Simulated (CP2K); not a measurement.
# C2H4ClF (1-chloro-2-fluoroethane) at HF/STO-3G

What is the vertical electron affinity of C2H4ClF (1-chloro-2-fluoroethane) at HF/STO-3G? 

The results are computed with CP2K 2026.2.

2 further runs of the same task are left out: 1 that didn't finish, 1 set aside as unsound or not needed.

## 1. Starting point

The species is C2H4ClF (8 atoms), meant as a singlet with charge 0. SMILES: `FCCCl`. The coordinates come from a PBE0-D4/def2-TZVP relaxation. This is one conformer, not always the lowest.

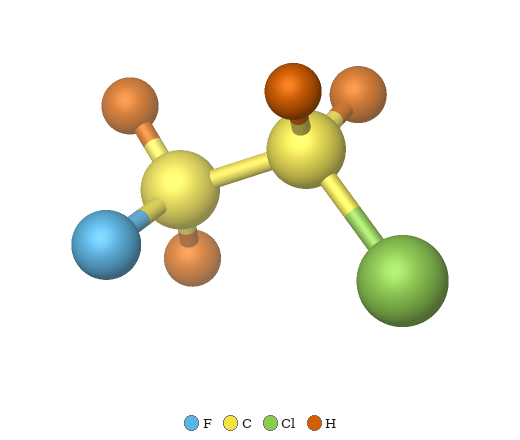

Viewed from a chosen angle; fluorine blue, carbon yellow, chlorine green, hydrogen orange.

## 2. A single-point energy at HF/STO-3G

Contents of calc.inp:

```
&GLOBAL
  PROJECT_NAME calc
  RUN_TYPE ENERGY
  PRINT_LEVEL MEDIUM
&END

&FORCE_EVAL
  METHOD QS
  &DFT
    BASIS_SET_FILE_NAME ./sto_3g.basis
    POTENTIAL_FILE_NAME POTENTIAL
    &QS
      METHOD GAPW
      EPS_DEFAULT 1.0E-10
    &END
    &MGRID
      CUTOFF 280
      REL_CUTOFF 50
      NGRIDS 4
    &END
    &POISSON
      PERIODIC NONE
      POISSON_SOLVER WAVELET
    &END
    &SCF
      SCF_GUESS ATOMIC
      EPS_SCF 1.0E-07
      MAX_SCF 150
      ADDED_MOS 3
      &DIAGONALIZATION
        ALGORITHM STANDARD
      &END
      &MIXING
        METHOD DIRECT_P_MIXING
        ALPHA 0.4
      &END
    &END
    &XC
      &XC_FUNCTIONAL NONE
      &END
      &HF
        FRACTION 1
        &SCREENING
          EPS_SCHWARZ 1.0E-10
        &END
        &MEMORY
          MAX_MEMORY 1050
        &END
      &END
    &END
    &PRINT
      &MOMENTS
        PERIODIC F
        REFERENCE COM
        MAX_MOMENT 1
      &END
      &MO ON
        ENERGIES T
        OCCUPATION_NUMBERS T
        NDIGITS 6
        &EACH
          QS_SCF 0
        &END
        ADD_LAST NUMERIC
      &END
      &LOWDIN ON
      &END
      &HIRSHFELD OFF
      &END
      &MO_MOLDEN ON
        NDIGITS 8
      &END
    &END
  &END
  &SUBSYS
    &CELL
      ABC 12.9 12.9 12.9
      PERIODIC NONE
    &END
    &COORD
      SCALED T
      F    0.39752326   0.53719806   0.59997364
      C    0.49003643   0.55059884   0.54868605
      C    0.52445581   0.45130116   0.49871628
      Cl   0.44230233   0.41427016   0.39443953
      H    0.47993178   0.61193217   0.49108372
      H    0.54842248   0.57464070   0.60556047
      H    0.52417209   0.38806783   0.55472713
      H    0.60247674   0.46064535   0.46753333
    &END
    &KIND F
      BASIS_SET STO-3G
      POTENTIAL ALL
      LEBEDEV_GRID 194
      RADIAL_GRID 100
    &END
    &KIND C
      BASIS_SET STO-3G
      POTENTIAL ALL
      LEBEDEV_GRID 194
      RADIAL_GRID 100
    &END
    &KIND Cl
      BASIS_SET STO-3G
      POTENTIAL ALL
      LEBEDEV_GRID 194
      RADIAL_GRID 100
    &END
    &KIND H
      BASIS_SET STO-3G
      POTENTIAL ALL
      LEBEDEV_GRID 194
      RADIAL_GRID 100
    &END
  &END
&END
```

The run is started by

```sh
$ OMP_NUM_THREADS=1 cp2k.psmp -i calc.inp -o calc.out
```

The log of the run:

```text
CP2K| version string:                                       CP2K version 2026.2
[...]
 GLOBAL| Method name                                                        CP2K
[...]
 GLOBAL| Run type                                                         ENERGY
[...]
 DFT| Spin restricted Kohn-Sham (RKS) calculation                            RKS
 DFT| Multiplicity                                                             1
[...]
 DFT| Charge                                                                   0
[...]
 QS| Method:                                                                GAPW
[...]
 QS| Density cutoff [a.u.]:                                                140.0
[...]
 QS| Relative density cutoff [a.u.]:                                        25.0
[...]
                             - Atoms:                                          8
[...]
                             - Spherical basis functions:                     28
[...]
 Number of electrons:                                                         42
[...]
     1 P_Mix/Diag. 0.40E+00    2.5     1.19476253      -629.2351663139 -6.29E+02
[...]
    16 DIIS/Diag.  0.68E-07    1.3     0.00000003      -629.7482262013 -3.41E-13
  *** SCF run converged in    16 steps ***
[...]
  Overlap energy of the core charge distribution:               0.00000343495741
  Self energy of the core charge distribution:               -367.27320515508740
  Core Hamiltonian energy:                                   -275.23318888296546
  Hartree energy:                                              99.46521551322395
  Exchange-correlation energy:                                  0.00000000000000
  Hartree-Fock Exchange energy:                               -49.64353608906188
[...]
                     Mulliken Population Analysis
 #  Atom  Element  Kind  Atomic population                           Net charge
       1     F        1          9.146690                             -0.146690
       2     C        2          5.963893                              0.036107
       3     C        2          6.078342                             -0.078342
       4     Cl       3         17.165051                             -0.165051
       5     H        4          0.921976                              0.078024
       6     H        4          0.928747                              0.071253
       7     H        4          0.896017                              0.103983
       8     H        4          0.899284                              0.100716
 # Total charge                             42.000000                 -0.000000
[...]
  Dipole moment [Debye]
    X=  0.2324137E+01 Y=  0.8020350E+00 Z=  0.1191979E+01  Total=      2.7323408
 ENERGY| Total FORCE_EVAL ( QS ) energy [hartree]           -629.748226201308398
[...]
```

Run time: 23 s. Hardware: 1 thread of Arm Neoverse V1, shared host; peak memory 0.85 GiB.

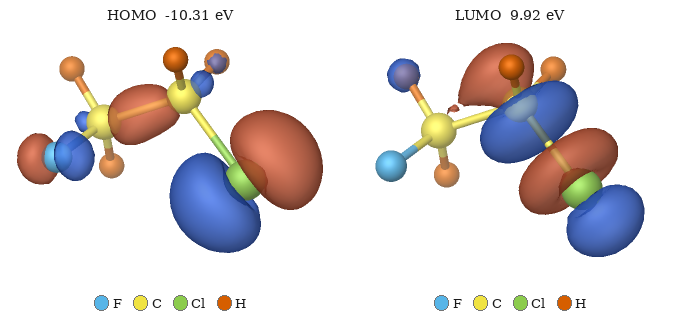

Frontier orbitals of this run, surfaces at ±0.2 Å^-3/2.

## 3. The doublet anion at the same level

Contents of gas.inp:

```
&GLOBAL
   PROJECT_NAME gas
   RUN_TYPE ENERGY
   PRINT_LEVEL MEDIUM
&END GLOBAL

&FORCE_EVAL
   METHOD QUICKSTEP
   &DFT
      BASIS_SET_FILE_NAME ./sto_3g.basis
      POTENTIAL_FILE_NAME POTENTIAL
      CHARGE -1
      MULTIPLICITY 2
      UKS T
      &QS
         METHOD GAPW
         EPS_DEFAULT 1.0E-10
      &END QS
      &MGRID
         CUTOFF 280
         REL_CUTOFF 50
         NGRIDS 4
      &END MGRID
      &POISSON
         PERIODIC NONE
         POISSON_SOLVER WAVELET
      &END POISSON
      &SCF
         SCF_GUESS ATOMIC
         EPS_SCF 1.0E-06
         MAX_SCF 30
         &OT
            MINIMIZER CG
            PRECONDITIONER FULL_ALL
         &END OT
         &OUTER_SCF
            EPS_SCF 1.0E-06
            MAX_SCF 10
         &END OUTER_SCF
      &END SCF
      &XC
         &XC_FUNCTIONAL NONE
         &END XC_FUNCTIONAL
         &HF
            FRACTION 1
            &SCREENING
               EPS_SCHWARZ 1.0E-10
            &END SCREENING
            &MEMORY
               MAX_MEMORY 1050
            &END MEMORY
         &END HF
      &END XC
      &PRINT
         &MOMENTS
            PERIODIC F
            REFERENCE COM
            MAX_MOMENT 1
         &END MOMENTS
         &MO_CUBES
            NLUMO 5
            NHOMO -1
            WRITE_CUBE F
         &END MO_CUBES
         &LOWDIN ON
         &END LOWDIN
         &HIRSHFELD OFF
         &END HIRSHFELD
         &MO_MOLDEN ON
            NDIGITS 8
            NLUMO 5
         &END MO_MOLDEN
      &END PRINT
   &END DFT
   &SUBSYS
      &CELL
         ABC 12.9 12.9 12.9
         PERIODIC NONE
      &END CELL
      &COORD
         F     -1.336980     0.498150     1.030500
         C     -0.143560     0.671020     0.368890
         C      0.300450    -0.609920    -0.275720
         Cl    -0.759330    -1.087620    -1.620890
         H     -0.273910     1.462220    -0.374180
         H      0.609620     0.981160     1.102570
         H      0.296790    -1.425630     0.446820
         H      1.306920    -0.489380    -0.677980
      &END COORD
      &TOPOLOGY
         &CENTER_COORDINATES
         &END CENTER_COORDINATES
      &END TOPOLOGY
      &KIND F
         BASIS_SET STO-3G
         POTENTIAL ALL
         LEBEDEV_GRID 194
         RADIAL_GRID 100
      &END KIND
      &KIND C
         BASIS_SET STO-3G
         POTENTIAL ALL
         LEBEDEV_GRID 194
         RADIAL_GRID 100
      &END KIND
      &KIND Cl
         BASIS_SET STO-3G
         POTENTIAL ALL
         LEBEDEV_GRID 194
         RADIAL_GRID 100
      &END KIND
      &KIND H
         BASIS_SET STO-3G
         POTENTIAL ALL
         LEBEDEV_GRID 194
         RADIAL_GRID 100
      &END KIND
   &END SUBSYS
&END FORCE_EVAL
```

The run is started by

```sh
$ OMP_NUM_THREADS=1 cp2k.psmp -i gas.inp -o gas.out
```

The log of the run, cut to the lines that bear on the results:

```text
CP2K| version string:                                       CP2K version 2026.2
[...]
 GLOBAL| Method name                                                        CP2K
[...]
 GLOBAL| Run type                                                         ENERGY
[...]
 DFT| Spin unrestricted (spin-polarized) Kohn-Sham calculation               UKS
 DFT| Multiplicity                                                             2
[...]
 DFT| Charge                                                                  -1
[...]
 QS| Method:                                                                GAPW
[...]
 QS| Density cutoff [a.u.]:                                                140.0
[...]
 QS| Relative density cutoff [a.u.]:                                        25.0
[...]
                             - Atoms:                                          8
[...]
                             - Spherical basis functions:                     28
[...]
 Number of electrons:                                                         22
[...]
     1 OT CG       0.15E+00    2.5     0.25355343      -613.5234609770 -6.14E+02
[...]
     8 OT CG       0.82E+00    1.6     0.00000062      -629.4278767499 -1.11E-09
  *** SCF run converged in     8 steps ***
[...]
  Overlap energy of the core charge distribution:               0.00000343495775
  Self energy of the core charge distribution:               -367.27320515508740
  Core Hamiltonian energy:                                   -273.54699926284570
  Hartree energy:                                              98.29117746147894
  Exchange-correlation energy:                                  0.00000000000000
  Hartree-Fock Exchange energy:                               -50.27561228967350
[...]
                     Mulliken Population Analysis
 #  Atom  Element  Kind  Atomic population (alpha,beta) Net charge  Spin moment
       1     F        1         4.603901     4.595750    -0.199651     0.008151
       2     C        2         2.944617     3.027982     0.027401    -0.083365
       3     C        2         3.467416     2.661853    -0.129269     0.805564
       4     Cl       3         8.985218     8.634699    -0.619917     0.350519
[...]
  Dipole moment [Debye]
    X=  0.3973780E+00 Y=  0.2329524E+01 Z=  0.2648950E+01  Total=      3.5498634
[...]
 HOMO - LUMO gap [eV] :   21.690890
 ENERGY| Total FORCE_EVAL ( QS ) energy [hartree]           -629.427876749949974
[...]
```

Wall time 1.9 min (1 thread of Arm Neoverse V1, shared host); peak memory 0.91 GiB.

## 4. Summary of results

Level: HF/STO-3G.

```
                                         quantity          value
                    singlet C2H4ClF: total energy  -629.74823 Eh
                   singlet C2H4ClF: dipole moment         2.73 D
                     singlet C2H4ClF: HOMO energy      -10.31 eV
                     singlet C2H4ClF: LUMO energy        9.92 eV
                   singlet C2H4ClF: HOMO–LUMO gap       20.23 eV
                      doublet anion: total energy  -629.42788 Eh
doublet anion: HOMO energy (highest over α and β)        7.64 eV
 doublet anion: LUMO energy (lowest over α and β)       21.41 eV
                              doublet anion: ⟨S²⟩          0.757
vertical electron affinity (to the doublet anion)      -8.717 eV
```

In words: The anion lies 8.72 eV (201 kcal/mol) above the neutral: the electron isn't bound at this level, and such a value depends on the basis. Without diffuse functions anions come out too high. Hartree–Fock misses the correlation that binds many anions. In a minimal basis such a difference can be off by several eV, whatever the method. The HOMO (doublet anion) lies at positive energy, 7.64 eV: the electron is unbound at this level or held by a compact basis; values depend on the basis.
